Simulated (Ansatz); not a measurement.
# CH3B (triplet): B2PLYP, PBE-QIDH over a scan of the distance B1–C2, cc-pVDZ

How well do these functionals follow the top wave-function level for CH3B (triplet) over a scan of the distance B1–C2?

Method: cc-pVDZ, all electrons in the functionals, frozen cores in the correlation of double hybrids and RPA; program: Ansatz 0.2.0, Gaussian basis.

To be run: B2PLYP, PBE-QIDH, at 1.217 Å; 1.358 Å; 1.511 Å; 1.692 Å; 1.853 Å; 2.125 Å; 2.404 Å; 2.775 Å; 3.252 Å; 4.115 Å; 5.174 Å.

21 further runs of the same task are left out: 18 that didn't finish, 3 set aside as unsound or not needed.

## (1) The system

The geometry derives from a PBE0/def2-TZVP stationary point (not a proven minimum). One bond is set to the value named and the two fragments are kept rigid.

5 atoms, charge 0, spin multiplicity 3.

Atoms are counted from 1 here; the program's logs count them from 0.

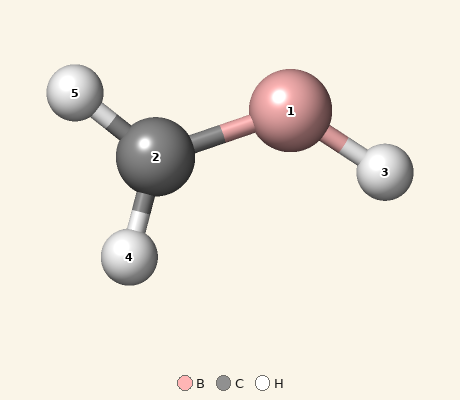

The structure; boron pink, carbon grey, hydrogen white; atoms are numbered from 1 in the order of the file.

No dispersion term is added.

The geometry shown and the zero of energy belong to the point 1.511 Å. The yardstick, UCCSDT(Q), and other wave-function levels (R restricted, U unrestricted, valence and pair active spaces) come from earlier runs.

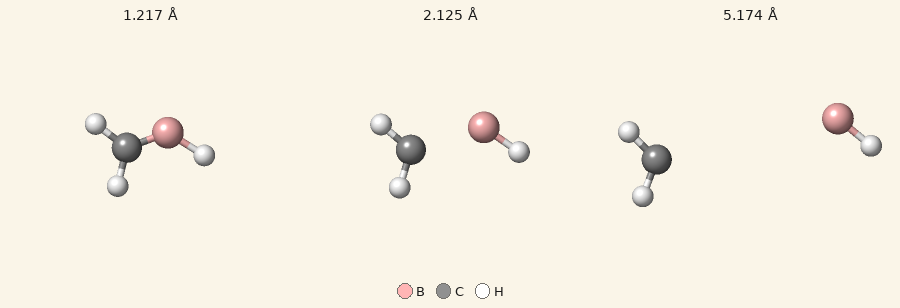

Three points of the scan; sticks are drawn by distance.

## (2) B2PLYP, 1.217 Å

The input, in.yaml:

```yaml
crystal:
  periodic: [false, false, false]
  atoms:
    - {symbol: B, position_ang: [0.000000, -0.141833, 0.664211]}
    - {symbol: C, position_ang: [0.000000, 0.048026, -0.537888]}
    - {symbol: H, position_ang: [0.000000, 0.668675, 1.540481]}
    - {symbol: H, position_ang: [0.000000, 1.041325, -0.990574]}
    - {symbol: H, position_ang: [0.000000, -0.761002, -1.264598]}
basis:
  gaussian: {orbitals: cc-pVDZ}
magnetization: {spin_polarized: true, initial_magnetization: 2}
hamiltonian: {xc: {name: B2PLYP}}
correlation: {electrons: outside_noble_gas}
```

Run with:

```sh
> ansatz run in.yaml --threads 1 --pin off --events-out ev --progress --plain --max-ram 2393MiB
```

The program printed:

```text
Functional definition: B2PLYP
  name "B2PLYP"
  cite "Grimme, J. Chem. Phys. 124, 034108 (2006) doi:10.1063/1.2148954"
  cite "Becke, Phys. Rev. A 38, 3098 (1988) doi:10.1103/PhysRevA.38.3098"
  cite "Lee, Yang & Parr, Phys. Rev. B 37, 785 (1988) doi:10.1103/PhysRevB.37.785"
  parameter a = 0.53
  parameter c = 0.27
  exchange = (1 - a)*b88_x + a*exact_x
  correlation = (1 - c)*lyp_c + c*(mp2_os + mp2_ss)
392 factors; integrals over basis functions are off by at most 1.2e-3 eV
mean field evaluation 1: about -1750.0346 eV, gradient 1.8e1 eV
mean field evaluation 2: about -1750.0332 eV, gradient 1.8e1 eV
mean field evaluation 4: about -1751.8823 eV, gradient 1.1e0 eV
mean field evaluation 8: about -1751.8959 eV, gradient 2.9e-2 eV
mean field evaluation 16: about -1751.8960 eV, gradient 5.8e-6 eV
mean field -1751.89596026 eV, -64.3809890620 hartree, gradient 5.8e-6 eV, S^2 2.003367; 0 other end points of the search recorded, 0 dependent functions left out
2 core orbitals not correlated: weight in the atoms' cores, before any rotation towards them, 1.000 or more for the frozen orbitals, at most 0.000 for the correlated occupied ones
reference -1751.89607430 eV, -64.3809932528 hartree; 6, 4 occupied and 35, 37 virtual orbitals, 392 factors
second order -5.78741953 eV of doubles, -0.00000000 eV of singles
Total energy: -1753.45867757 eV, -64.4384178638 hartree
```

Run time: 0.9 s. Hardware: 1 thread of Arm Neoverse V2, shared host.

From the report: ⟨S²⟩ of the determinant 2.003 (pure triplet: 2.00).

## (3) B2PLYP, 1.358 Å

The input, in.yaml:

```yaml
crystal:
  periodic: [false, false, false]
  atoms:
    - {symbol: B, position_ang: [0.000000, -0.153771, 0.739796]}
    - {symbol: C, position_ang: [0.000000, 0.058085, -0.601577]}
    - {symbol: H, position_ang: [0.000000, 0.656737, 1.616066]}
    - {symbol: H, position_ang: [0.000000, 1.051384, -1.054263]}
    - {symbol: H, position_ang: [0.000000, -0.750943, -1.328287]}
basis:
  gaussian: {orbitals: cc-pVDZ}
magnetization: {spin_polarized: true, initial_magnetization: 2}
hamiltonian: {xc: {name: B2PLYP}}
correlation: {electrons: outside_noble_gas}
```

The command is unchanged.

The program printed, cut to the lines that bear on the results:

```text
Functional definition: B2PLYP
  name "B2PLYP"
  cite "Grimme, J. Chem. Phys. 124, 034108 (2006) doi:10.1063/1.2148954"
  cite "Becke, Phys. Rev. A 38, 3098 (1988) doi:10.1103/PhysRevA.38.3098"
  cite "Lee, Yang & Parr, Phys. Rev. B 37, 785 (1988) doi:10.1103/PhysRevB.37.785"
[...]
392 factors; integrals over basis functions are off by at most 1.3e-3 eV
[...]
mean field -1753.79765638 eV, -64.4508751054 hartree, gradient 5.7e-6 eV, S^2 2.003358; 0 other end points of the search recorded, 0 dependent functions left out
2 core orbitals not correlated: weight in the atoms' cores, before any rotation towards them, 1.000 or more for the frozen orbitals, at most 0.000 for the correlated occupied ones
reference -1753.79777353 eV, -64.4508794103 hartree; 6, 4 occupied and 35, 37 virtual orbitals, 392 factors
second order -5.82407690 eV of doubles, -0.00000000 eV of singles
Total energy: -1755.37027429 eV, -64.5086677474 hartree
```

Wall time 0.87 s (1 thread of Arm Neoverse V2, shared host).

From the report: ⟨S²⟩ of the determinant 2.003 (pure triplet: 2.00).

## (4) B2PLYP, 1.511 Å

The input, in.yaml:

```yaml
crystal:
  periodic: [false, false, false]
  atoms:
    - {symbol: B, position_ang: [0.000000, -0.166725, 0.821814]}
    - {symbol: C, position_ang: [0.000000, 0.069000, -0.670687]}
    - {symbol: H, position_ang: [0.000000, 0.643783, 1.698084]}
    - {symbol: H, position_ang: [0.000000, 1.062299, -1.123373]}
    - {symbol: H, position_ang: [0.000000, -0.740028, -1.397397]}
basis:
  gaussian: {orbitals: cc-pVDZ}
magnetization: {spin_polarized: true, initial_magnetization: 2}
hamiltonian: {xc: {name: B2PLYP}}
correlation: {electrons: outside_noble_gas}
```

Launched as before.

The program printed, cut to the lines that bear on the results:

```text
Functional definition: B2PLYP
  name "B2PLYP"
  cite "Grimme, J. Chem. Phys. 124, 034108 (2006) doi:10.1063/1.2148954"
  cite "Becke, Phys. Rev. A 38, 3098 (1988) doi:10.1103/PhysRevA.38.3098"
  cite "Lee, Yang & Parr, Phys. Rev. B 37, 785 (1988) doi:10.1103/PhysRevB.37.785"
[...]
393 factors; integrals over basis functions are off by at most 1.1e-3 eV
[...]
mean field -1754.32579041 eV, -64.4702836727 hartree, gradient 1.7e-6 eV, S^2 2.003651; 0 other end points of the search recorded, 0 dependent functions left out
2 core orbitals not correlated: weight in the atoms' cores, before any rotation towards them, 1.000 or more for the frozen orbitals, at most 0.000 for the correlated occupied ones
reference -1754.32591029 eV, -64.4702880782 hartree; 6, 4 occupied and 35, 37 virtual orbitals, 393 factors
second order -5.88071054 eV of doubles, -0.00000000 eV of singles
Total energy: -1755.91370213 eV, -64.5286383524 hartree
```

Wall time 0.87 s (1 thread of Arm Neoverse V2, shared host).

From the report: ⟨S²⟩ of the determinant 2.004 (pure triplet: 2.00).

## (5) B2PLYP, 1.692 Å

The input, in.yaml:

```yaml
crystal:
  periodic: [false, false, false]
  atoms:
    - {symbol: B, position_ang: [0.000000, -0.182049, 0.918841]}
    - {symbol: C, position_ang: [0.000000, 0.081913, -0.752442]}
    - {symbol: H, position_ang: [0.000000, 0.628459, 1.795111]}
    - {symbol: H, position_ang: [0.000000, 1.075212, -1.205128]}
    - {symbol: H, position_ang: [0.000000, -0.727115, -1.479152]}
basis:
  gaussian: {orbitals: cc-pVDZ}
magnetization: {spin_polarized: true, initial_magnetization: 2}
hamiltonian: {xc: {name: B2PLYP}}
correlation: {electrons: outside_noble_gas}
```

Same command.

The program printed, cut to the lines that bear on the results:

```text
Functional definition: B2PLYP
  name "B2PLYP"
  cite "Grimme, J. Chem. Phys. 124, 034108 (2006) doi:10.1063/1.2148954"
  cite "Becke, Phys. Rev. A 38, 3098 (1988) doi:10.1103/PhysRevA.38.3098"
  cite "Lee, Yang & Parr, Phys. Rev. B 37, 785 (1988) doi:10.1103/PhysRevB.37.785"
[...]
394 factors; integrals over basis functions are off by at most 1.2e-3 eV
[...]
mean field -1753.98016913 eV, -64.4575823250 hartree, gradient 2.9e-6 eV, S^2 2.004353; 0 other end points of the search recorded, 0 dependent functions left out
2 core orbitals not correlated: weight in the atoms' cores, before any rotation towards them, 1.000 or more for the frozen orbitals, at most 0.000 for the correlated occupied ones
reference -1753.98029061 eV, -64.4575867893 hartree; 6, 4 occupied and 35, 37 virtual orbitals, 394 factors
second order -5.95858256 eV of doubles, -0.00000000 eV of singles
Total energy: -1755.58910790 eV, -64.5167097342 hartree
```

It took 0.87 s on 1 thread of Arm Neoverse V2, shared host.

From the report: ⟨S²⟩ of the determinant 2.004 (pure triplet: 2.00).

From 1.511 Å: +7.5 kcal/mol.

## (6) B2PLYP, 1.853 Å

The input, in.yaml:

```yaml
crystal:
  periodic: [false, false, false]
  atoms:
    - {symbol: B, position_ang: [0.000000, -0.195680, 1.005147]}
    - {symbol: C, position_ang: [0.000000, 0.093398, -0.825165]}
    - {symbol: H, position_ang: [0.000000, 0.614828, 1.881417]}
    - {symbol: H, position_ang: [0.000000, 1.086697, -1.277851]}
    - {symbol: H, position_ang: [0.000000, -0.715630, -1.551875]}
basis:
  gaussian: {orbitals: cc-pVDZ}
magnetization: {spin_polarized: true, initial_magnetization: 2}
hamiltonian: {xc: {name: B2PLYP}}
correlation: {electrons: outside_noble_gas}
```

The command is unchanged.

The program printed, cut to the lines that bear on the results:

```text
Functional definition: B2PLYP
  name "B2PLYP"
  cite "Grimme, J. Chem. Phys. 124, 034108 (2006) doi:10.1063/1.2148954"
  cite "Becke, Phys. Rev. A 38, 3098 (1988) doi:10.1103/PhysRevA.38.3098"
  cite "Lee, Yang & Parr, Phys. Rev. B 37, 785 (1988) doi:10.1103/PhysRevB.37.785"
[...]
394 factors; integrals over basis functions are off by at most 1.2e-3 eV
[...]
mean field -1753.30932622 eV, -64.4329293027 hartree, gradient 4.0e-6 eV, S^2 2.005723; 0 other end points of the search recorded, 0 dependent functions left out
2 core orbitals not correlated: weight in the atoms' cores, before any rotation towards them, 1.000 or more for the frozen orbitals, at most 0.000 for the correlated occupied ones
reference -1753.30944849 eV, -64.4329337961 hartree; 6, 4 occupied and 35, 37 virtual orbitals, 394 factors
second order -6.02555007 eV of doubles, -0.00000000 eV of singles
Total energy: -1754.93634701 eV, -64.4927212139 hartree
```

Wall time 0.87 s (1 thread of Arm Neoverse V2, shared host).

From the report: ⟨S²⟩ of the determinant 2.006 (pure triplet: 2.00).

From 1.511 Å: +22.5 kcal/mol.

## (7) B2PLYP, 2.125 Å

The input, in.yaml:

```yaml
crystal:
  periodic: [false, false, false]
  atoms:
    - {symbol: B, position_ang: [0.000000, -0.218710, 1.150956]}
    - {symbol: C, position_ang: [0.000000, 0.112803, -0.948025]}
    - {symbol: H, position_ang: [0.000000, 0.591798, 2.027226]}
    - {symbol: H, position_ang: [0.000000, 1.106102, -1.400711]}
    - {symbol: H, position_ang: [0.000000, -0.696225, -1.674735]}
basis:
  gaussian: {orbitals: cc-pVDZ}
magnetization: {spin_polarized: true, initial_magnetization: 2}
hamiltonian: {xc: {name: B2PLYP}}
correlation: {electrons: outside_noble_gas}
```

Same command.

The program printed, cut to the lines that bear on the results:

```text
Functional definition: B2PLYP
  name "B2PLYP"
  cite "Grimme, J. Chem. Phys. 124, 034108 (2006) doi:10.1063/1.2148954"
  cite "Becke, Phys. Rev. A 38, 3098 (1988) doi:10.1103/PhysRevA.38.3098"
  cite "Lee, Yang & Parr, Phys. Rev. B 37, 785 (1988) doi:10.1103/PhysRevB.37.785"
[...]
395 factors; integrals over basis functions are off by at most 1.3e-3 eV
[...]
mean field -1752.02463859 eV, -64.3857179031 hartree, gradient 4.4e-6 eV, S^2 2.017243; 0 other end points of the search recorded, 0 dependent functions left out
2 core orbitals not correlated: weight in the atoms' cores, before any rotation towards them, 1.000 or more for the frozen orbitals, at most 0.000 for the correlated occupied ones
reference -1752.02476371 eV, -64.3857225012 hartree; 6, 4 occupied and 35, 37 virtual orbitals, 395 factors
second order -6.09148269 eV of doubles, -0.00000000 eV of singles
Total energy: -1753.66946403 eV, -64.4461641234 hartree
```

It took 0.93 s on 1 thread of Arm Neoverse V2, shared host.

From the report: ⟨S²⟩ of the determinant 2.017 (pure triplet: 2.00).

From 1.511 Å: +51.8 kcal/mol.

## (8) B2PLYP, 2.404 Å

The input, in.yaml:

```yaml
crystal:
  periodic: [false, false, false]
  atoms:
    - {symbol: B, position_ang: [0.000000, -0.242331, 1.300518]}
    - {symbol: C, position_ang: [0.000000, 0.132707, -1.074048]}
    - {symbol: H, position_ang: [0.000000, 0.568177, 2.176788]}
    - {symbol: H, position_ang: [0.000000, 1.126006, -1.526734]}
    - {symbol: H, position_ang: [0.000000, -0.676321, -1.800758]}
basis:
  gaussian: {orbitals: cc-pVDZ}
magnetization: {spin_polarized: true, initial_magnetization: 2}
hamiltonian: {xc: {name: B2PLYP}}
correlation: {electrons: outside_noble_gas}
```

The command is unchanged.

The program printed, cut to the lines that bear on the results:

```text
Functional definition: B2PLYP
  name "B2PLYP"
  cite "Grimme, J. Chem. Phys. 124, 034108 (2006) doi:10.1063/1.2148954"
  cite "Becke, Phys. Rev. A 38, 3098 (1988) doi:10.1103/PhysRevA.38.3098"
  cite "Lee, Yang & Parr, Phys. Rev. B 37, 785 (1988) doi:10.1103/PhysRevB.37.785"
[...]
395 factors; integrals over basis functions are off by at most 1.4e-3 eV
[...]
mean field -1750.92955470 eV, -64.3454743127 hartree, gradient 4.7e-6 eV, S^2 2.109526; 3 other end points of the search recorded, 0 dependent functions left out
2 core orbitals not correlated: weight in the atoms' cores, before any rotation towards them, 1.000 or more for the frozen orbitals, at most 0.000 for the correlated occupied ones
reference -1750.92968445 eV, -64.3454790808 hartree; 6, 4 occupied and 35, 37 virtual orbitals, 395 factors
second order -5.83390300 eV of doubles, -0.00000000 eV of singles
Total energy: -1752.50483826 eV, -64.4033649156 hartree
```

Run time: 1.2 s. Hardware: 1 thread of Arm Neoverse V2, shared host.

From the report: ⟨S²⟩ of the determinant 2.110 (pure triplet: 2.00).

From 1.511 Å: +78.6 kcal/mol.

## (9) B2PLYP, 2.775 Å

The input, in.yaml:

```yaml
crystal:
  periodic: [false, false, false]
  atoms:
    - {symbol: B, position_ang: [0.000000, -0.273742, 1.499398]}
    - {symbol: C, position_ang: [0.000000, 0.159174, -1.241626]}
    - {symbol: H, position_ang: [0.000000, 0.536766, 2.375668]}
    - {symbol: H, position_ang: [0.000000, 1.152473, -1.694312]}
    - {symbol: H, position_ang: [0.000000, -0.649854, -1.968336]}
basis:
  gaussian: {orbitals: cc-pVDZ}
magnetization: {spin_polarized: true, initial_magnetization: 2}
hamiltonian: {xc: {name: B2PLYP}}
correlation: {electrons: outside_noble_gas}
```

The command is unchanged.

The program printed, cut to the lines that bear on the results:

```text
Functional definition: B2PLYP
  name "B2PLYP"
  cite "Grimme, J. Chem. Phys. 124, 034108 (2006) doi:10.1063/1.2148954"
  cite "Becke, Phys. Rev. A 38, 3098 (1988) doi:10.1103/PhysRevA.38.3098"
  cite "Lee, Yang & Parr, Phys. Rev. B 37, 785 (1988) doi:10.1103/PhysRevB.37.785"
[...]
395 factors; integrals over basis functions are off by at most 1.4e-3 eV
[...]
mean field -1750.18276228 eV, -64.3180301973 hartree, gradient 4.1e-6 eV, S^2 2.281940; 7 other end points of the search recorded, 0 dependent functions left out
2 core orbitals not correlated: weight in the atoms' cores, before any rotation towards them, 1.000 or more for the frozen orbitals, at most 0.000 for the correlated occupied ones
reference -1750.18289858 eV, -64.3180352062 hartree; 6, 4 occupied and 35, 37 virtual orbitals, 395 factors
second order -5.21997017 eV of doubles, -0.00000000 eV of singles
Total energy: -1751.59229052 eV, -64.3698294049 hartree
```

It took 3.2 s on 1 thread of Arm Neoverse V2, shared host.

From the report: ⟨S²⟩ of the determinant 2.282 (pure triplet: 2.00).

From 1.511 Å: +99.7 kcal/mol.

## (10) B2PLYP, 3.252 Å

The input, in.yaml:

```yaml
crystal:
  periodic: [false, false, false]
  atoms:
    - {symbol: B, position_ang: [0.000000, -0.314128, 1.755100]}
    - {symbol: C, position_ang: [0.000000, 0.193203, -1.457083]}
    - {symbol: H, position_ang: [0.000000, 0.496380, 2.631370]}
    - {symbol: H, position_ang: [0.000000, 1.186502, -1.909769]}
    - {symbol: H, position_ang: [0.000000, -0.615825, -2.183793]}
basis:
  gaussian: {orbitals: cc-pVDZ}
magnetization: {spin_polarized: true, initial_magnetization: 2}
hamiltonian: {xc: {name: B2PLYP}}
correlation: {electrons: outside_noble_gas}
```

Same command.

The program printed, cut to the lines that bear on the results:

```text
Functional definition: B2PLYP
  name "B2PLYP"
  cite "Grimme, J. Chem. Phys. 124, 034108 (2006) doi:10.1063/1.2148954"
  cite "Becke, Phys. Rev. A 38, 3098 (1988) doi:10.1103/PhysRevA.38.3098"
  cite "Lee, Yang & Parr, Phys. Rev. B 37, 785 (1988) doi:10.1103/PhysRevB.37.785"
[...]
397 factors; integrals over basis functions are off by at most 1.3e-3 eV
[...]
mean field -1749.88632097 eV, -64.3071361800 hartree, gradient 3.3e-6 eV, S^2 2.306726; 2 other end points of the search recorded, 0 dependent functions left out
2 core orbitals not correlated: weight in the atoms' cores, before any rotation towards them, 1.000 or more for the frozen orbitals, at most 0.000 for the correlated occupied ones
reference -1749.88646573 eV, -64.3071414998 hartree; 6, 4 occupied and 35, 37 virtual orbitals, 397 factors
second order -4.99657859 eV of doubles, -0.00000000 eV of singles
Total energy: -1751.23554194 eV, -64.3567191364 hartree
```

Wall time 1.6 s (1 thread of Arm Neoverse V2, shared host).

From the report: ⟨S²⟩ of the determinant 2.307 (pure triplet: 2.00).

From 1.511 Å: +107.9 kcal/mol.

## (11) B2PLYP, 4.115 Å

The input, in.yaml:

```yaml
crystal:
  periodic: [false, false, false]
  atoms:
    - {symbol: B, position_ang: [0.000000, -0.387194, 2.217723]}
    - {symbol: C, position_ang: [0.000000, 0.254770, -1.846894]}
    - {symbol: H, position_ang: [0.000000, 0.423314, 3.093993]}
    - {symbol: H, position_ang: [0.000000, 1.248069, -2.299580]}
    - {symbol: H, position_ang: [0.000000, -0.554258, -2.573604]}
basis:
  gaussian: {orbitals: cc-pVDZ}
magnetization: {spin_polarized: true, initial_magnetization: 2}
hamiltonian: {xc: {name: B2PLYP}}
correlation: {electrons: outside_noble_gas}
```

The command is unchanged.

The program printed, cut to the lines that bear on the results:

```text
Functional definition: B2PLYP
  name "B2PLYP"
  cite "Grimme, J. Chem. Phys. 124, 034108 (2006) doi:10.1063/1.2148954"
  cite "Becke, Phys. Rev. A 38, 3098 (1988) doi:10.1103/PhysRevA.38.3098"
  cite "Lee, Yang & Parr, Phys. Rev. B 37, 785 (1988) doi:10.1103/PhysRevB.37.785"
[...]
397 factors; integrals over basis functions are off by at most 1.3e-3 eV
[...]
mean field -1749.78941686 eV, -64.3035750198 hartree, gradient 3.2e-6 eV, S^2 2.272476; 4 other end points of the search recorded, 0 dependent functions left out
2 core orbitals not correlated: weight in the atoms' cores, before any rotation towards them, 1.000 or more for the frozen orbitals, at most 0.000 for the correlated occupied ones
reference -1749.78956967 eV, -64.3035806355 hartree; 6, 4 occupied and 35, 37 virtual orbitals, 397 factors
second order -4.95582526 eV of doubles, -0.00000000 eV of singles
Total energy: -1751.12764249 eV, -64.3527539046 hartree
```

Wall time 3.9 s (1 thread of Arm Neoverse V2, shared host).

From the report: ⟨S²⟩ of the determinant 2.272 (pure triplet: 2.00).

From 1.511 Å: +110.4 kcal/mol.

## (12) B2PLYP, 5.174 Å

The input, in.yaml:

```yaml
crystal:
  periodic: [false, false, false]
  atoms:
    - {symbol: B, position_ang: [0.000000, -0.476855, 2.785414]}
    - {symbol: C, position_ang: [0.000000, 0.330319, -2.325236]}
    - {symbol: H, position_ang: [0.000000, 0.333653, 3.661684]}
    - {symbol: H, position_ang: [0.000000, 1.323618, -2.777922]}
    - {symbol: H, position_ang: [0.000000, -0.478709, -3.051946]}
basis:
  gaussian: {orbitals: cc-pVDZ}
magnetization: {spin_polarized: true, initial_magnetization: 2}
hamiltonian: {xc: {name: B2PLYP}}
correlation: {electrons: outside_noble_gas}
```

Same command.

The program printed, cut to the lines that bear on the results:

```text
Functional definition: B2PLYP
  name "B2PLYP"
  cite "Grimme, J. Chem. Phys. 124, 034108 (2006) doi:10.1063/1.2148954"
  cite "Becke, Phys. Rev. A 38, 3098 (1988) doi:10.1103/PhysRevA.38.3098"
  cite "Lee, Yang & Parr, Phys. Rev. B 37, 785 (1988) doi:10.1103/PhysRevB.37.785"
[...]
397 factors; integrals over basis functions are off by at most 1.3e-3 eV
[...]
mean field -1749.77902705 eV, -64.3031932013 hartree, gradient 2.3e-10 eV, S^2 2.263060; 6 other end points of the search recorded, 0 dependent functions left out
2 core orbitals not correlated: weight in the atoms' cores, before any rotation towards them, 1.000 or more for the frozen orbitals, at most 0.000 for the correlated occupied ones
reference -1749.77919042 eV, -64.3031992051 hartree; 6, 4 occupied and 35, 37 virtual orbitals, 397 factors
second order -4.95209460 eV of doubles, -0.00000000 eV of singles
Total energy: -1751.11625597 eV, -64.3523354575 hartree
```

Run time: 10 s. Hardware: 1 thread of Arm Neoverse V2, shared host.

From the report: ⟨S²⟩ of the determinant 2.263 (pure triplet: 2.00).

From 1.511 Å: +110.6 kcal/mol.

[end of part 1 of 2]
